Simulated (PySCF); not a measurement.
# ROMVS/ccECP-cc-pVDZ (density fitting with def2-universal-jkfit, core potential, SMD diethylether, max memory mb 1860) run of AlFH (SMILES [F][AlH])

What is the vertical doublet–quartet gap of AlFH at ROMVS/ccECP-cc-pVDZ (density fitting with def2-universal-jkfit, core potential, SMD diethylether, max memory mb 1860)? The job is set up through an ASE script.

The results are computed with PySCF 2.14.0.

## Step 1: The molecule

AlFH has 3 atoms, charge 0, and is taken as a doublet. SMILES: `[F][AlH]`. The shape is that of a PBE0-D4/def2-TZVP optimisation.

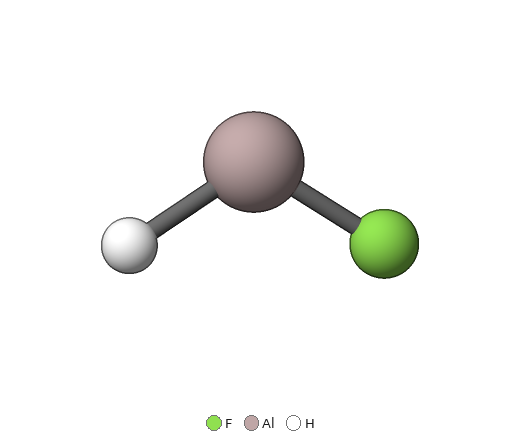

Viewed from a chosen angle; fluorine green, aluminium light grey, hydrogen white.

## Step 2: Energy and gradient at ROMVS/ccECP-cc-pVDZ (density fitting with def2-universal-jkfit, core potential, SMD diethylether, max memory mb 1860)

Input file mol.xyz:

```xyz
3

F      0.907100     0.893200     0.585600
Al    -0.432500     0.318000    -0.199500
H     -0.485400    -1.276100    -0.399300
```

Input file job.py:

```python
import pyscf.grad
from pyscf import gto, dft, solvent
from pyscf.pbc.tools.pyscf_ase import PySCF, ase_atoms_to_pyscf
from ase.io import read

atoms = read('mol.xyz')

mol = gto.M(
    atom=ase_atoms_to_pyscf(atoms),
    basis='ccecp-cc-pvdz',
    charge=0,
    max_memory=1860,
    spin=1,
    ecp='ccecp',
    verbose=0,
)

myscf = dft.ROKS(mol, xc='mvs')
myscf = myscf.density_fit(auxbasis='def2-universal-jkfit')
myscf = myscf.SMD()
myscf.with_solvent.solvent = 'diethylether'
atoms.calc = PySCF(method=myscf)

e_ev = atoms.get_potential_energy()
print('energy %.6f eV' % e_ev)
forces = atoms.get_forces()
print('forces (eV/A)')
print(forces.round(5))
print('dipole (e A)', atoms.get_dipole_moment().round(5))
```

Launch:

```console
$ OMP_NUM_THREADS=1 python job.py
```

Log:

```text
energy -733.610083 eV
forces (eV/A)
[[ 1.44784  0.53664  0.84371]
 [-1.50202 -0.26604 -0.83814]
 [ 0.06497 -0.27869  0.00386]]
Dipole moment(X, Y, Z, Debye): -2.06246, -0.01318, -1.11793
dipole (e A) [-0.42939 -0.00274 -0.23275]
```

Wall time 18 s (1 thread of Arm Neoverse V1, shared host); peak memory 0.49 GiB.

## Step 3: The quartet at the same level

mol.xyz is that of step 2.

Input file calc.py:

```python
import pyscf.grad
from pyscf import gto, dft, solvent
from pyscf.pbc.tools.pyscf_ase import PySCF, ase_atoms_to_pyscf
from ase.io import read

atoms = read('mol.xyz')

mol = gto.M(
    atom=ase_atoms_to_pyscf(atoms),
    charge=0,
    basis='ccecp-cc-pvdz',
    verbose=0,
    max_memory=1860,
    spin=3,
    ecp='ccecp',
)

mf = dft.ROKS(mol, xc='mvs')
mf = mf.density_fit(auxbasis='def2-universal-jkfit')
mf = mf.SMD()
mf.with_solvent.solvent = 'diethylether'
atoms.calc = PySCF(method=mf)

e_ev = atoms.get_potential_energy()
print('energy %.6f eV' % e_ev)
forces = atoms.get_forces()
print('forces (eV/A)')
print(forces.round(5))
print('dipole (e A)', atoms.get_dipole_moment().round(5))
```

Launch:

```console
$ OMP_NUM_THREADS=1 python calc.py
```

Log:

```text
energy -727.847624 eV
forces (eV/A)
[[ 1.9587   0.27848  1.08707]
 [-2.30747  3.31826 -0.89462]
 [ 0.35329 -3.59935 -0.18604]]
Dipole moment(X, Y, Z, Debye): -1.83666, -3.59586, -1.37488
dipole (e A) [-0.38238 -0.74864 -0.28624]
```

Wall time 24 s (1 thread of Arm Neoverse V1, shared host); peak memory 0.49 GiB.

## Step 4: Summary of results

At ROMVS/ccECP-cc-pVDZ (density fitting with def2-universal-jkfit, core potential, SMD diethylether, max memory mb 1860):

| quantity | value |
| --- | --- |
| doublet: total energy | -26.95967 Eh |
| doublet: dipole moment | 2.35 D |
| doublet: solvent term in the energy | -39.3 kJ/mol |
| doublet: ⟨S²⟩ | 0.750 |
| doublet: largest force on an atom | 1.760 eV/Å |
| quartet: total energy | -26.74791 Eh |
| quartet: dipole moment | 4.27 D |
| quartet: solvent term in the energy | -52.9 kJ/mol |
| quartet: ⟨S²⟩ | 3.750 |
| quartet: largest force on an atom | 4.140 eV/Å |
| vertical energy of the quartet above the doublet | 5.762 eV |

At this shape the quartet lies 5.76 eV (133 kcal/mol) above the doublet. The largest force (doublet) is 1.76 eV/Å: the shape isn't a stationary point for this species at this level. Mulliken charges (doublet) run from -0.56 on F1 to +0.64 on Al2. Mulliken charges (quartet) run from -0.53 on F1 to +0.34 on H3.
